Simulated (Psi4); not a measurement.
# CuNH$_{4}$: polarizability calculation (part 2 of 2)

The same run, continued: CuNH$_{4}$ (Cu(NH3)H); CC2/6-31G, RHF (Psi4 1.11). The run did not end well. The geometry comes from this level: GFN2-xTB.

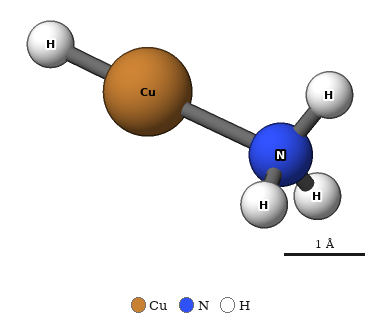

**Figure 1.** The structure as given in the input (ball-and-stick view, seen at a tilt). Sticks mark near contacts.

Output, continued
```
MP2 correlation energy -0.4638295796961004
                Solving CC Amplitude Equations
                ------------------------------
  Iter             Energy              RMS        T1Diag      D1Diag    New D1Diag    D2Diag
  ----     ---------------------    ---------   ----------  ----------  ----------   --------
     0        -0.463829579696100    0.000e+00    0.000000    0.000000    0.000000    0.148809
     1        -0.460389962005672    1.033e-01    0.016331    0.092799    0.092799    0.148809
     2        -0.474475957004076    4.531e-02    0.016875    0.097919    0.097919    0.170234
     3        -0.481751577483172    4.264e-02    0.026493    0.154810    0.154810    0.189976
     4        -0.482620899984329    1.876e-02    0.032152    0.188552    0.188552    0.204642
     5        -0.481929914753702    1.111e-02    0.033381    0.194234    0.194234    0.208211
     6        -0.482436030422866    6.767e-03    0.034370    0.198523    0.198523    0.209915
     7        -0.482909732026981    6.205e-03    0.035372    0.202228    0.202228    0.211755
     8        -0.483132659642309    4.514e-03    0.036191    0.204165    0.204165    0.213164
     9        -0.483277787436108    4.228e-03    0.036450    0.203151    0.203151    0.213226
    10        -0.483491331175301    3.530e-03    0.037676    0.203443    0.203443    0.214284
    11        -0.483660155058098    2.530e-03    0.039529    0.203305    0.203305    0.215777
    12        -0.483666439736613    1.362e-03    0.039572    0.202517    0.202517    0.215698
    13        -0.483704875751798    6.592e-04    0.039916    0.202545    0.202545    0.216024
    14        -0.483734074838189    3.126e-04    0.039992    0.202617    0.202617    0.216150
    15        -0.483754461277860    2.594e-04    0.040067    0.202813    0.202813    0.216281
    16        -0.483742612215796    1.736e-04    0.040029    0.202843    0.202843    0.216254
    17        -0.483744169160325    1.438e-04    0.040043    0.202873    0.202873    0.216277
    18        -0.483738271375147    1.108e-04    0.040068    0.202877    0.202877    0.216284
    19        -0.483738069287820    9.992e-05    0.040061    0.202861    0.202861    0.216276
    20        -0.483739509637630    8.346e-05    0.040066    0.202825    0.202825    0.216269
    21        -0.483739521996649    5.809e-05    0.040065    0.202840    0.202840    0.216267
    22        -0.483740024893891    3.533e-05    0.040056    0.202829    0.202829    0.216263
    23        -0.483739488991453    2.174e-05    0.040056    0.202835    0.202835    0.216265
    24        -0.483739940728994    1.316e-05    0.040057    0.202839    0.202839    0.216267
    25        -0.483741096300477    1.137e-05    0.040061    0.202838    0.202838    0.216271
    26        -0.483741156991365    6.970e-06    0.040063    0.202840    0.202840    0.216273
    27        -0.483741549965765    5.074e-06    0.040064    0.202842    0.202842    0.216275
    28        -0.483741469059633    3.799e-06    0.040064    0.202844    0.202844    0.216276
    29        -0.483741400138840    2.093e-06    0.040064    0.202844    0.202844    0.216276
    30        -0.483741322776224    1.779e-06    0.040064    0.202844    0.202844    0.216275
    31        -0.483741231932585    8.961e-07    0.040063    0.202843    0.202843    0.216275
    32        -0.483741156182238    5.098e-07    0.040063    0.202843    0.202843    0.216274
    33        -0.483741133244045    3.005e-07    0.040063    0.202842    0.202842    0.216274
    34        -0.483741134947929    1.455e-07    0.040063    0.202842    0.202842    0.216274
    35        -0.483741139763107    9.683e-08    0.040063    0.202842    0.202842    0.216274

    Iterations converged.

    Largest TIA Amplitudes:
             19   0         0.1510941077
             18   0        -0.1010005106
             14   2        -0.0943692465
             15   1         0.0929272490
             19   3        -0.0521596795
             18   3         0.0454373584
             19   7         0.0452133512
             15   4        -0.0345794415
             14   5         0.0338632000
             19   6         0.0270727102

    Largest TIjAb Amplitudes:
     19  19   0   0        -0.0585996434
     18  18   0   0        -0.0479032470
     18  19   0   0         0.0421276715
     19  18   0   0         0.0421276715
     19  19   3   3        -0.0405397895
     19  19   0   3         0.0388218446
     19  19   3   0         0.0388218446
     19  19   1   1        -0.0349571545
     19  19   2   2        -0.0349274895
     18  19   0   3        -0.0327747649

    SCF energy       (wfn)                    = -1695.361865989061471
    Reference energy (file100)                = -1695.361865989061471

    Opposite-spin MP2 correlation energy      =   -0.321735583700362
    Same-spin MP2 correlation energy          =   -0.142093995995738
    Singles MP2 correlation energy            =   -0.000000000000000
    MP2 correlation energy                    =   -0.463829579696100
      * MP2 total energy                      = -1695.825695568757510
    CC2 correlation energy                    =   -0.483741139763107
      * CC2 total energy                      = -1695.845607128824668

			**************************
			*                        *
			*         CCHBAR         *
			*                        *
			**************************

			**************************
			*        CCLAMBDA        *
			**************************

	Nuclear Rep. energy (wfn)     =   96.955289259146667
	Reference           (wfn)     =                    0
	SCF energy          (wfn)     = -1695.361865989061471
	Reference energy    (CC_INFO) = -1695.361865989061471
	CC2 energy          (CC_INFO) =   -0.483741139763107
	Total CC2 energy    (CC_INFO) = -1695.845607128824668

	Input parameters:
	-----------------
	Maxiter           =     50
	Convergence       = 1.0e-07
	Restart           =     No
	Cache Level       =     2
	Model III         =     No
	DIIS              =     Yes
	AO Basis          =     No
	ABCD              =     NEW
	Local CC          =     No
	Parameters for left-handed eigenvectors:
	    Irr   Root  Ground-State?    EOM energy        R0
	  1   0     0        Yes       0.0000000000   1.0000000000
	Labels for eigenvector 1:
	LIA 0 -1, Lia 0 -1, LIJAB 0 -1, Lijab 0 -1, LIjAb 0 -1, 2LIjAb - LIjbA 0 -1
	Deleting old CC_LAMBDA data.
	Symmetry of left-hand state: A
	Symmetry of left-hand eigenvector: A

	          Solving Lambda Equations
	          ------------------------
	Iter     PseudoEnergy or Norm         RMS
	----     ---------------------     --------
	   0        -0.488418228680151    0.000e+00
	   1        -0.482862141339877    1.043e-01
	   2        -0.474532342392861    2.520e-02
	   3        -0.473071706176127    2.632e-02
	   4        -0.472332349725848    1.300e-02
	   5        -0.471930509432602    7.165e-03
	   6        -0.471718162058486    3.668e-03
	   7        -0.471727092313760    2.248e-03
	   8        -0.471748148652820    1.154e-03
	   9        -0.471744549483202    8.166e-04
	  10        -0.471749999116157    6.771e-04
	  11        -0.471750271682031    6.425e-04
	  12        -0.471768866360422    5.313e-04
	  13        -0.471781673151921    3.149e-04
	  14        -0.471781095786367    1.489e-04
	  15        -0.471783626328429    9.403e-05
	  16        -0.471784447570661    5.716e-05
	  17        -0.471785624450497    3.748e-05
	  18        -0.471786467987844    2.249e-05
	  19        -0.471787007230664    1.927e-05
	  20        -0.471787342937425    1.566e-05
	  21        -0.471787668693117    1.416e-05
	  22        -0.471787839524991    1.206e-05
	  23        -0.471787675149807    8.981e-06
	  24        -0.471787525804982    4.583e-06
	  25        -0.471787505655005    3.199e-06
	  26        -0.471787482807903    2.151e-06
	  27        -0.471787496660787    1.855e-06
	  28        -0.471787492044284    1.381e-06
	  29        -0.471787501116879    9.162e-07
	  30        -0.471787518280241    4.360e-07
	  31        -0.471787526914641    3.064e-07
	  32        -0.471787529323874    1.683e-07
	  33        -0.471787527764162    1.054e-07
	  34        -0.471787525545331    5.924e-08

	Largest LIA Amplitudes:
	         14   2        -0.0834618348
	         15   1         0.0822344822
	         19   0         0.0780903224
	         18   0        -0.0442626291
	         15   4        -0.0292198237
	         14   5         0.0285913186
	         18   3         0.0263887390
	         13   7         0.0257247579
	         19   7         0.0198386322
	         17   4        -0.0170146217

	Largest LIjAb Amplitudes:
	 19  19   0   0        -0.0405447883
	 19  19   3   3        -0.0355857433
	 18  18   0   0        -0.0318281341
	 19  19   0   3         0.0312110122
	 19  19   3   0         0.0312110122
	 14  14  22  22        -0.0290791135
	 15  15  23  23        -0.0289498268
	 19  19   1   1        -0.0277247074
	 19  19   2   2        -0.0276834621
	 18  18   3   3        -0.0272122368

	Iterations converged.

	Overlap <L|e^T> =        0.75369343579
			**************************
			*                        *
			*       ccresponse       *
			*                        *
			**************************

	Input parameters:
	-----------------
	Property         =    POLARIZABILITY
	Reference wfn    =    RHF
	Memory (Mbytes)  =    1600.0
	Cache Level      =    0
	Print Level      =    1
	Maxiter          =    50
	Convergence      =    1.0e-07
	Restart          =    Allowed
	DIIS             =    Yes
	Model III        =    No
	Linear Model     =    No
	ABCD             =    NEW
	Irrep X          =    A
	Irrep Y          =    A
	Irrep Z          =    A
	Irrep RX         =    A
	Irrep RY         =    A
	Irrep RZ         =    A
	Gauge            =    LENGTH
	Applied field  0 =    0.086 E_h (532.00 nm, 2.331 eV, 18796.99 cm-1)
	Analyze X2 Amps  =    No
	Local CC         =    No

	Computing Mu_X-Perturbed Wave Function (0.086 E_h).
	Iter   Pseudopolarizability       RMS
	----   --------------------   -----------
	   0        47.696623829804
	   1        68.007658901152    3.322e+00
	   2        77.479643590988    3.503e+00
	   3       153.499010672400    2.979e+00
	   4       194.784632491888    2.136e+00
	   5       272.294451092158    1.583e+00
	   6       286.005814552603    9.902e-01
	   7       297.268111657406    7.984e-01
	   8       296.620283316305    8.677e-01
	   9       295.398642766300    8.394e-01
	  10       303.544995187457    6.803e-01
	  11       299.352061014853    5.082e-01
	  12       303.731216109143    4.585e-01
	  13       304.744285604181    4.402e-01
	  14       297.506560820842    4.440e-01
	  15       295.461046495244    3.982e-01
	  16       296.126330350993    4.171e-01
	  17       295.411276794755    4.223e-01
	  18       297.432793467073    4.202e-01
	  19       300.947110410328    4.085e-01
	  20       294.929797262463    3.552e-01
	  21       290.904256164959    2.408e-01
	  22       291.319432696941    1.799e-01
	  23       289.955856712530    1.863e-01
	  24       290.382991800024    1.660e-01
	  25       290.419011549414    1.689e-01
	  26       290.430175724229    1.683e-01
	  27       290.670734362539    1.692e-01
	  28       290.380429956106    1.685e-01
	  29       290.209248982719    1.615e-01
	  30       289.594283106690    1.572e-01
	  31       289.439039813084    1.518e-01
	  32       289.178496363924    1.575e-01
	  33       288.947976566449    1.527e-01
	  34       289.023782387972    1.498e-01
	  35       289.209053902275    1.442e-01
	  36       289.432027882573    1.417e-01
	  37       289.664274167617    1.370e-01
	  38       289.889765833963    1.352e-01
	  39       289.529693436289    1.367e-01
	  40       288.217661003228    1.357e-01
	  41       288.100455597577    1.361e-01
	  42       287.846842289982    1.347e-01
	  43       287.979922119996    1.345e-01
	  44       288.353542374738    1.382e-01
	  45       288.137143506507    1.367e-01
	  46       288.264945674505    1.319e-01
	  47       288.663071799949    1.315e-01
	  48       289.398686499976    1.263e-01
	  49       289.800589739845    1.039e-01
	  50       290.045113385603    8.768e-02
```

Standard output
```
Traceback (most recent call last):
  [frames left out]
RuntimeError:
Fatal Error: Failed to converge perturbed wavefunction
```

This output came from the following input.

The input (job.py)
```python
import psi4

psi4.set_memory('1600 MB')
psi4.set_num_threads(1)
psi4.core.set_output_file('run.log', False)

m = psi4.geometry("""
0 1
Cu
N 1 1.969313
H 2 1.018021 1 109.68925
H 2 1.018133 3 109.60388 1 119.36801
H 2 1.018009 3 109.62651 4 120.39918
H 1 1.445895 4 156.5754 2 -179.27025
units angstrom
symmetry c1
""")

psi4.set_options({
    'scf_type': 'pk',
    'omega': [532, 'nm'],
})

e, wfn = psi4.properties('cc2/6-31G', properties=['polarizability'], return_wfn=True)
print(f'cc2/6-31G energy: {e:.10f} Eh')
```

Run as:
```bash
python job.py
```

Outcome

```json
{"quantity": "outcome", "value": "not converged"}
{"quantity": "hardware", "value": "1 thread of AMD EPYC (Zen 3), 192 GiB of memory available, shared host"}
{"quantity": "wall time", "value": "27 s"}
{"quantity": "peak memory", "value": "0.24 GiB"}
```

What went wrong

The run did not converge: “Fatal Error: Failed to converge perturbed wavefunction” Its last values are not results.
